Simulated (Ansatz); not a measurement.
## Screened interactions in SrTiO3 (Tausonite)

How strongly is the local Coulomb interaction screened in SrTiO3 (Tausonite)?

Main program and level: Ansatz 0.2.0; non-magnetic LDA, then constrained RPA, plane waves, PAW.

### Step 1. The starting structure

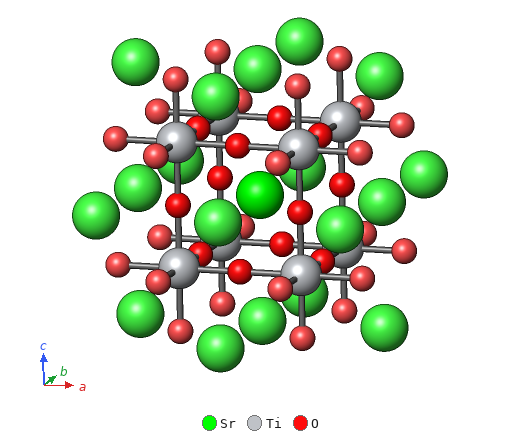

The cell as given, slightly off an axis (strontium green, titanium light grey, oxygen red). Some periodic images of atoms are drawn too.

The cell and positions come from the Crystallography Open Database and are kept as given unless a step says otherwise. The program's search for lower electronic states was switched off, so nothing shows that the state found is the lowest. The default PAW set here is soft_2. Its files were made with PBE.

### Step 2. LDA bands and orbital weights

This step: DFT, LDA, plane waves, PAW.

Contents of input.yaml:

```yaml
crystal:
  lattice:
    - [-3.90528, 0.0, 0.0]
    - [0.0, 0.0, -3.90528]
    - [0.0, -3.90528, 0.0]
  atoms:
    - { symbol: Sr, position: [0.5, 0.5, 0.5] }
    - { symbol: Ti, position: [0.0, 0.0, 0.0] }
    - { symbol: O, position: [0.5, 0.0, 0.0] }
    - { symbol: O, position: [0.0, 0.5, 0.0] }
    - { symbol: O, position: [0.0, 0.0, 0.5] }
kpoints:
  mp_grid: { grid: [6, 6, 6] }
  band_path:
    path:
      - [[0.0, 0.0, 0.0], [0.0, 0.5, 0.0], [0.5, 0.5, 0.0], [0.0, 0.0, 0.0], [0.5, 0.5, 0.5], [0.0, 0.5, 0.0]]
      - [[0.5, 0.5, 0.5], [0.5, 0.5, 0.0]]
    npoints: 10
hamiltonian:
  xc: lda
scf:
  occupations: { method: gaussian, width: 0.08 }
  n_extra_bands: 19
  max_iter: 150
  lower_state_search: "off"
output:
  eigenvalues: true
  fatbands: true
  write_density: true
  write_potential: true
  elf: true
  volumetric_format: npy
```

The run is started by

```
$ ansatz run input.yaml --threads 4 --pin off --max-ram 14745MiB --backend cpu --events-out ev --progress --plain --runs-dir out
```

Numbers of over 12 decimals in the logs are rounded to 6 here.

The log of the run:

```text
scf.n_extra_bands = 19 over 20 filled bands (N_el = 40.0): the run solves 39 bands
Engine: ansatz 0.2.0, aarch64-unknown-linux-gnu
Pseudopotentials: kind: paw
Pseudopotential: Sr, paw, valence charge 10, recommended cutoff 420 eV (normal), Sr.paw.azcp
Pseudopotential: Ti, paw, valence charge 12, recommended cutoff 420 eV (normal), Ti.paw.azcp
Pseudopotential: O, paw, valence charge 6, recommended cutoff 420 eV (normal), O.paw.azcp
Functional definition: SPW92
  exchange = slater_x
  correlation = pw_c
Crystal: 5 atoms, lattice volume = 59.560 Å³
Basis set: ecut = 420 eV, 1189 PW (Γ)
Bands: 39, of which v1, the nominal top of the filled ones, is band 20 counted from 1 (19 counted from 0)
Symmetry: 48 space group operations
Space group: Pm-3m (ITA 221), of the structure as read, at distance tolerance 3.9e-5 Å
k-points: 20 of 216
Non-local potential: Sr, projectors of the file, l = 0: 3, l = 1: 2, l = 2: 2
Non-local potential: Ti, projectors of the file, l = 0: 3, l = 1: 2, l = 2: 3, l = 3: 1
Non-local potential: O, projectors of the file, l = 0: 2, l = 1: 2, l = 2: 1
PAW form: soft (Blöchl's): semilocal exchange-correlation on the pseudo side does not see the compensation charge
PAW frozen core: Sr, regenerated for the run's functional, and the local potential with it (the file was generated under x = pbe(κ = 0.804, μ = 0.219515), c = pbe(β = 0.066725))
PAW frozen core: Ti, regenerated for the run's functional, and the local potential with it (the file was generated under x = pbe(κ = 0.804, μ = 0.219515), c = pbe(β = 0.066725))
PAW frozen core: O, regenerated for the run's functional, and the local potential with it (the file was generated under x = pbe(κ = 0.804, μ = 0.219515), c = pbe(β = 0.066725))
PAW one-centre angular grid: Sr, 110 points (default); XC on 64 Gauss nodes
PAW one-centre angular grid: Ti, 590 points (default); XC on 64 Gauss nodes
PAW one-centre angular grid: O, 110 points (default); XC on 64 Gauss nodes
Initial density: superposition of atomic densities (neutral atoms: chi_scale 0, normalization atom), corrected by the library's trained network
Initial wavefunctions: pseudopotential atomic-orbital guess
Functional: x = slater, c = lda
SCF iter   1: F=—  HF=-7569.413785 eV  |F-HF|=—  |Δ(HF+E_count)|=         —  Δρ=1.88e-2  dr2=1.98e-1  ethr=1.77e-3  ⟨swp⟩=7.7  Hψ=4094  notcnv=0  defer=115
preconditioner: auto → Resta (q_TF=auto, 2.553 Å⁻¹)  ε∞=3.1  [insulator: Δε(μ)=1.521 eV  Ē_g=18.338 eV  σ=0.080 eV  W_gap=1.00  n_scr=18 (ndim 8)  ℏωp=26.4 eV  f_vac=0.000  D(μ)=0.00/eV (n_scr^D=0)  ε∞_Penn≈3.1]
SCF iter   2: F=—  HF=-7569.380813 eV  |F-HF|=—  |Δ(HF+E_count)|=   3.30e-2  Δρ=9.02e-3  dr2=5.21e-2  ethr=4.94e-4  ⟨swp⟩=2.0  Hψ=1032  notcnv=0  defer=195
SCF iter   3: F=—  HF=-7569.370194 eV  |F-HF|=—  |Δ(HF+E_count)|=   1.06e-2  Δρ=1.10e-3  dr2=6.59e-4  ethr=1.30e-4  ⟨swp⟩=2.0  Hψ=695  notcnv=0  defer=195
SCF iter   4: F=—  HF=-7569.370025 eV  |F-HF|=—  |Δ(HF+E_count)|=   1.69e-4  Δρ=2.43e-4  dr2=3.08e-5  ethr=1.65e-6  ⟨swp⟩=2.3  Hψ=783  notcnv=0  defer=195
SCF iter   5: F=—  HF=-7569.370020 eV  |F-HF|=—  |Δ(HF+E_count)|=   4.47e-6  Δρ=3.22e-5  dr2=3.80e-7  ethr=7.70e-8  ⟨swp⟩=2.0  Hψ=720  notcnv=0  defer=195
SCF iter   6: F=-7569.370020 eV  HF=-7569.370020 eV  |F-HF|=3.24e-9  |Δ(HF+E_count)|=   6.31e-8  Δρ=4.60e-6  dr2=1.06e-8  ethr=2.50e-10  ⟨swp⟩=11.3  Hψ=4511  notcnv=0
SCF 1 converged in 6 iterations: F = -7569.370020 eV  dr2 = 1.06e-8
  greatest PAW one-centre occupation: 0.999 electrons in one spin orbital (limit 2), on the Ti atom at site 1 (counted from 0), in its partial waves of l = 0
NSCF: frozen V_eff on 62 k-points
SCF converged after 6 iterations
Free energy (F): -7569.370020 eV
Harris-Foulkes:  -7569.370020 eV  (|F-HF|=3.24e-9)
Internal energy: -7569.370020 eV  (E = F + TS)
E sigma→0 (E₀):  -7569.370020 eV
Fermi energy:    10.495919 eV
--- Per-component energies (eV) ---
  E_band       = -214.737124
  E_kinetic    = 1042.835651
  E_local      = -2389.120766  (includes V_loc(G=0)·N_el)
  E_nonlocal   = 361.471193
  E_hartree    = 829.265444
  E_xc         = -489.209303
  E_vxc        = -567.690044  (∫ρ·V_xc dr)
  E_paw        = -4034.435838  (= ΣΔE_a)
  E_vpaw       = -320.775269  (= ΣTr[D̂ρ^β])
  E_aug_tail   = 0.007687  (compensation charges beyond the density's cutoff)
  E_ewald      = -2891.094941
  E_core_change = 0.910850  (= ΣΔE_core)
  E_smearing   = -0.000000  (= −TS)
  E_closure    = -0.000000  (closes the sum)
  Σ components = -7569.370020   (vs F -7569.370020, Δ=0.00e0)
--- Band table (eV; the first three rows and the last of 20) ---
  k-point 0: bands = [... 16 lower, 8.4147, 9.2557, 9.2557, 9.2557, 11.3867, 11.3867, 11.3867, 13.9760, ... 15 higher]
  k-point 1: bands = [... 16 lower, 8.1763, 8.4904, 9.1028, 9.1028, 11.4283, 11.9800, 11.9800, 13.9847, ... 15 higher]
  k-point 2: bands = [... 16 lower, 7.4815, 7.7605, 8.9360, 8.9360, 11.5147, 12.9351, 12.9351, 13.9933, ... 15 higher]
  k-point 19: bands = [... 16 lower, 5.8360, 9.6051, 9.6051, 9.6051, 14.0572, 14.0572, 14.0572, 16.4920, ... 15 higher]
```

Elapsed: 2.5 s, on 4 threads of Arm Neoverse V1, shared host; peak memory 0.36 GiB; 9.1 s of CPU time.

This step gave:

```yaml
filled_bands: 20
gap: 1.782 eV
valence_top_at: R
conduction_bottom_at: Γ
least_direct_gap: 2.131 eV
```

The gap is indirect, with the least direct gap 0.35 eV higher.

Electronic bands along the path, in eV, zero at the Fermi level:

| point | band 17 | band 18 | band 19 | band 20 | band 21 | band 22 | band 23 | band 24 |
| --- | --- | --- | --- | --- | --- | --- | --- | --- |
| Γ | -2.08 | -1.24 | -1.24 | -1.24 | 0.89 | 0.89 | 0.89 | 3.48 |
| X | -3.28 | -2.92 | -1.62 | -1.62 | 1.06 | 2.87 | 2.87 | 3.50 |
| M | -2.62 | -2.47 | -2.47 | -0.98 | 2.88 | 2.88 | 3.33 | 4.46 |
| Γ | -2.08 | -1.24 | -1.24 | -1.24 | 0.89 | 0.89 | 0.89 | 3.48 |
| R | -4.66 | -0.89 | -0.89 | -0.89 | 3.56 | 3.56 | 3.56 | 6.00 |
| X | -3.28 | -2.92 | -1.62 | -1.62 | 1.06 | 2.87 | 2.87 | 3.50 |
| jump to R | -4.66 | -0.89 | -0.89 | -0.89 | 3.56 | 3.56 | 3.56 | 6.00 |
| M | -2.62 | -2.47 | -2.47 | -0.98 | 2.88 | 2.88 | 3.33 | 4.46 |

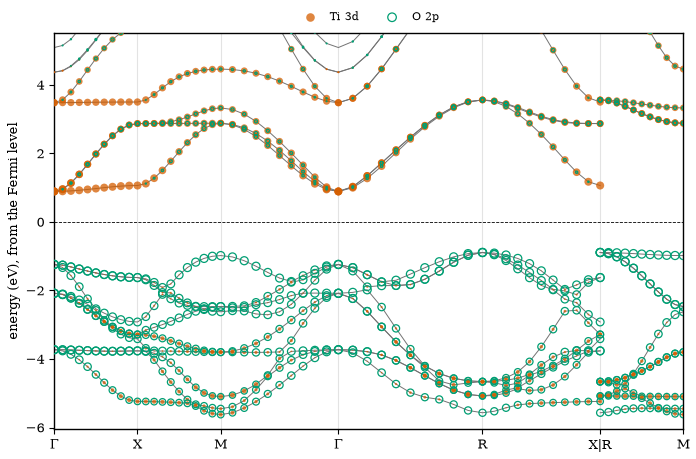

Electronic bands along the path; dots are coloured as in the legend, and their area grows with the weight.

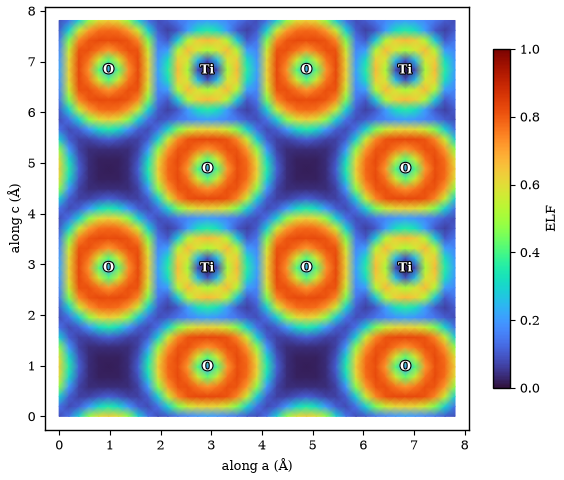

ELF in the ac plane at fractional y = 0.000, with atoms of Ti and O within 0.2 Å of it. It is the smooth field of the valence electrons, not physical close to the nuclei. The map starts off the cell's origin, so that atoms lie inside it.

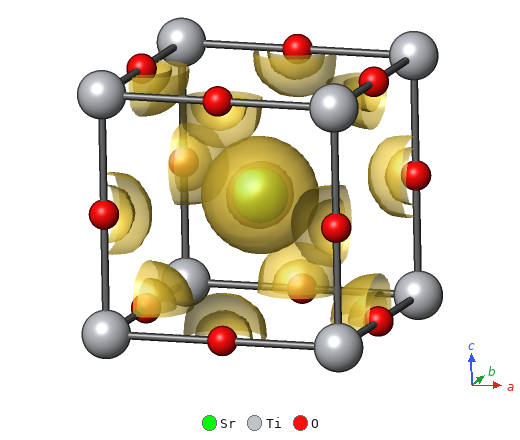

Surface of ELF = 0.79.

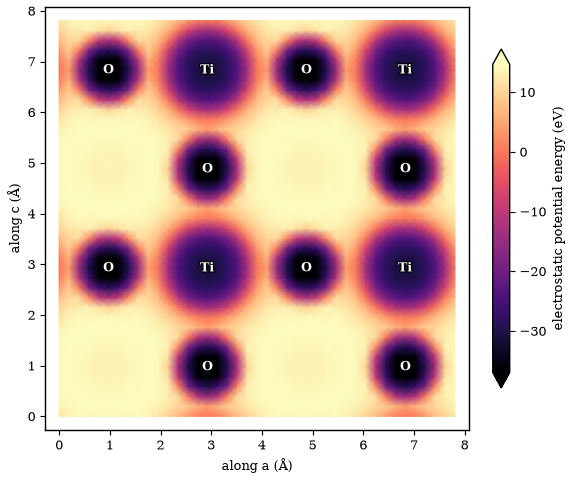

Electrostatic potential energy in the ac plane at fractional y = 0.000, with atoms of Ti and O within 0.2 Å of it. With pseudopotentials it is smooth inside the atoms' cores, unlike the true potential. The map starts off the cell's origin, so that atoms lie inside it.

### Step 3. Constrained RPA: Ti t2g, bands c1 to c3, 6×6×6 mesh, medium accuracy

Constrained RPA screens the interaction with every transition except those inside the target bands, which a later many-body model would treat itself.

This step: constrained RPA on LDA, plane waves, PAW.

input.yaml, the sections that differ from step 2:

```yaml
kpoints:
  mp_grid: { grid: [6, 6, 6] }
output:
  crpa:
    kmesh: [6, 6, 6]
    target_bands: [c1, c3]
    projections: [{ species: Ti, l: d, shell: 3, orbitals: [dxz, dyz, dxy] }]
  local_orbitals:
    kmesh: [6, 6, 6]
    orbitals: [{ species: Ti, l: d, shell: 3, orbitals: [dxz, dyz, dxy] }]
    window: { bands: [c1, c3] }
    seedname: lo
# crystal, hamiltonian, scf: as in step 2
```

The log of the run:

```text
[...]
Crystal: 5 atoms, lattice volume = 59.560 Å³
Basis set: ecut = 420 eV, 1189 PW (Γ)
Bands: 39, of which v1, the nominal top of the filled ones, is band 20 counted from 1 (19 counted from 0)
Symmetry: 48 space group operations
[...]
k-points: 20 of 216
[...]
SCF iter   1: F=—  HF=-7569.413779 eV  |F-HF|=—  |Δ(HF+E_count)|=         —  Δρ=1.88e-2  dr2=1.98e-1  ethr=1.77e-3  ⟨swp⟩=7.7  Hψ=4094  notcnv=0  defer=115
[...]
SCF iter   6: F=-7569.370020 eV  HF=-7569.370020 eV  |F-HF|=3.25e-9  |Δ(HF+E_count)|=   6.30e-8  Δρ=4.60e-6  dr2=1.06e-8  ethr=2.50e-10  ⟨swp⟩=11.2  Hψ=4496  notcnv=0
SCF 1 converged in 6 iterations: F = -7569.370020 eV  dr2 = 1.06e-8
[...]
NSCF: frozen V_eff on 23 k-points
[...]
cRPA screening: q 1/216
cRPA screening: q 2/216
cRPA screening: q 8/216 (q-point 3)
cRPA screening: q 14/216 (q-point 4)
cRPA screening: q 17/216 (q-point 8)
cRPA screening: q 29/216 (q-point 9)
cRPA screening: q 53/216 (q-point 10)
cRPA screening: q 65/216 (q-point 15)
cRPA screening: q 77/216 (q-point 16)
cRPA screening: q 89/216 (q-point 22)
cRPA screening: q 92/216 (q-point 44)
cRPA screening: q 100/216 (q-point 45)
cRPA screening: q 124/216 (q-point 46)
cRPA screening: q 136/216 (q-point 51)
cRPA screening: q 160/216 (q-point 52)
cRPA screening: q 184/216 (q-point 58)
cRPA screening: q 190/216 (q-point 87)
cRPA screening: q 198/216 (q-point 88)
cRPA screening: q 210/216 (q-point 94)
cRPA screening: q 216/216 (q-point 130)
SCF converged after 6 iterations
Free energy (F): -7569.370020 eV
[...]
Internal energy: -7569.370020 eV  (E = F + TS)
E sigma→0 (E₀):  -7569.370020 eV
Fermi energy:    10.495919 eV
[...]
--- Band table (eV; the first three rows and the last of 20) ---
  k-point 0: bands = [... 16 lower, 8.4147, 9.2557, 9.2557, 9.2557, 11.3867, 11.3867, 11.3867, 13.9760, ... 15 higher]
  k-point 1: bands = [... 16 lower, 8.1763, 8.4904, 9.1028, 9.1028, 11.4283, 11.9800, 11.9800, 13.9847, ... 15 higher]
  k-point 2: bands = [... 16 lower, 7.4815, 7.7605, 8.9360, 8.9360, 11.5147, 12.9351, 12.9351, 13.9933, ... 15 higher]
  k-point 19: bands = [... 16 lower, 5.8360, 9.6051, 9.6051, 9.6051, 14.0572, 14.0572, 14.0572, 16.4920, ... 15 higher]
--- cRPA (band scheme, projected local orbitals): target bands 21..23 (1-based), 3 Wannier function(s), 6×6×6 mesh, 46 bands' worth read of 51 solved, ecut_chi 136.0 eV, v(q+G=0) probe_charge, pair densities all_electron ---
  bands read: the sum over 46 bands ends inside a degenerate multiplet in 18 slots, whose members it reads at an even weight; the widest, k=0: bands 45 to 47 (counted from 1) at 2/3 each
  χ-basis size per q: N_G = 203..228
  window electrons = 0.0000, filled by tetrahedron_uncorrected; constrained ε̄⁻¹(q = 0, 0) head = 0.159958; min gauge Gram eig = 0.7006
  Kanamori averages over each shell's own Wannier functions (sites counted from 0, functions from 1):
    Site 1, 3D, 3 of 5 d orbitals (Wannier functions 1, 2, 3; wannier90's mr 2, 3, 5):
      screened: U = 3.2617 eV, U' = 2.4439 eV, J = 0.3980 eV
      screened, to within: U = 4.1e-3 eV, U' = 4.1e-3 eV, J = 5.6e-4 eV
      bare: V = 15.3235 eV, V' = 14.2008 eV, J = 0.5339 eV
  Hermiticity witness max|P − P†| over intra, direct and exchange elements: 5.33e-15 eV (screened), 1.21e-23 eV (bare)
  Reality witness max|Im| over intra, direct and exchange elements: 1.73e-19 eV (screened), 1.07e-18 eV (bare)
```

Wall time 1.9 min (4 threads); peak memory 0.73 GiB; 7.4 min of CPU time.

Numbers from this step:

| Item | Value |
| --- | --- |
| U | 3.262 eV |
| U prime (inter-orbital) | 2.444 eV |
| J | 0.3980 eV |
| bare V | 15.32 eV |
| bare J | 0.5339 eV |
| stated bound on U | 0.004051 eV |
| U over bare V | 0.2129 |
| electrons in the window | 0 |
| head of the constrained inverse dielectric matrix | 0.1600 |
| least eigenvalue of the projection's overlap | 0.7006 |
| target functions | 3 |
| bands in the sums | 46 |
| r.m.s. miss of the model bands | 0.001673 eV |
| width of the target bands | 2.670 eV |
| weight of the projected orbitals in the window | 0.7894 |

On the Ti t2g shell, screening brings the on-site interaction from 15.3 eV down to U = 3.26 eV.

Kanamori averages over each shell's functions. Crpa shells, by row:

| site | element | shell | orbitals | U (eV) | U' (eV) | J (eV) | bare V (eV) | bare V' (eV) | bare J (eV) | bound on U (eV) |
| --- | --- | --- | --- | --- | --- | --- | --- | --- | --- | --- |
| 2 | Ti | 3D | 3 | 3.262 | 2.444 | 0.398 | 15.32 | 14.2 | 0.5339 | 0.004051 |

Density-density elements U_iijj, eV. U matrix, by row:

| orbital | Ti2 dxz | Ti2 dyz | Ti2 dxy |
| --- | --- | --- | --- |
| Ti2 dxz | 3.262 | 2.444 | 2.444 |
| Ti2 dyz | 2.444 | 3.262 | 2.444 |
| Ti2 dxy | 2.444 | 2.444 | 3.262 |

Exchange elements U_ijji, eV. J matrix, by row:

| orbital | Ti2 dxz | Ti2 dyz | Ti2 dxy |
| --- | --- | --- | --- |
| Ti2 dxz | - | 0.398 | 0.398 |
| Ti2 dyz | 0.398 | - | 0.398 |
| Ti2 dxy | 0.398 | 0.398 | - |

Projected local orbitals of the target window. Electronic bands along the path, in eV, zero at the Fermi level; # counts the bands kept:

| point | #1 | #2 | #3 |
| --- | --- | --- | --- |
| Γ | 0.89 | 0.89 | 0.89 |
| X | 1.06 | 2.87 | 2.87 |
| M | 2.88 | 2.88 | 3.33 |
| Γ | 0.89 | 0.89 | 0.89 |
| R | 3.56 | 3.56 | 3.56 |
| X | 1.06 | 2.87 | 2.87 |
| jump to R | 3.56 | 3.56 | 3.56 |
| M | 2.88 | 2.88 | 3.33 |

The same for Kohn-Sham, solved directly:

| point | #1 | #2 | #3 |
| --- | --- | --- | --- |
| Γ | 0.89 | 0.89 | 0.89 |
| X | 1.06 | 2.87 | 2.87 |
| M | 2.88 | 2.88 | 3.33 |
| Γ | 0.89 | 0.89 | 0.89 |
| R | 3.56 | 3.56 | 3.56 |
| X | 1.06 | 2.87 | 2.87 |
| R | 3.56 | 3.56 | 3.56 |
| M | 2.88 | 2.88 | 3.33 |

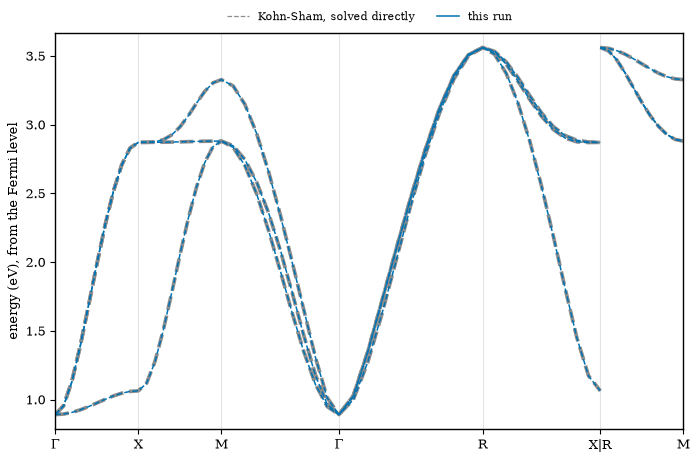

Electronic bands along the path; dashed: Kohn-Sham, solved directly.

Onsite levels, by row:

| orbital | level less Fermi level (eV) |
| --- | --- |
| Ti2 dxz | 2.521 |
| Ti2 dyz | 2.521 |
| Ti2 dxy | 2.521 |

Largest distinct elements between sites. Hoppings, by row:

| from | to | cell | distance (Å) | t (eV) |
| --- | --- | --- | --- | --- |
| Ti2 dxz | Ti2 dxz | 0 -1 0 | 3.905 | -0.285 |
| Ti2 dxz | Ti2 dxz | 1 -1 0 | 5.523 | -0.082 |
| Ti2 dxz | Ti2 dxz | 0 0 -1 | 3.905 | -0.0346 |
| Ti2 dxy | Ti2 dxy | 0 0 2 | 7.811 | 0.0117 |
| Ti2 dxz | Ti2 dxz | -1 -2 0 | 8.732 | -0.0101 |
| Ti2 dxy | Ti2 dyz | 1 -1 0 | 5.523 | -0.008 |
| Ti2 dxz | Ti2 dxz | 2 2 0 | 11.05 | -0.0062 |
| Ti2 dxz | Ti2 dxz | -1 -1 1 | 6.764 | -0.0058 |
| Ti2 dxy | Ti2 dxz | -1 -1 -1 | 6.764 | 0.0042 |
| Ti2 dyz | Ti2 dyz | 1 -1 0 | 5.523 | 0.004 |
| Ti2 dyz | Ti2 dyz | 1 0 -2 | 8.732 | 0.0031 |
| Ti2 dyz | Ti2 dxy | -1 -1 -2 | 9.566 | 0.0016 |

(Part 1 of 2 ends here.)

[Paths, hosts, dates, memory and timing lines, banners, echoed tables and standing remarks are left out of the program output.]

[Logs are printed without paths, hosts, clocks, repeated set-up lines and the standing remarks that a program may print on its own settings, such as how far it seeks lower states.]

[Runs of the session that timed out or met a known fault of the program may be left out.]

[Hosts, paths, dates, database ids (printed as entryN), source tags and the programs' standing remarks are cut or masked in the printed files.]
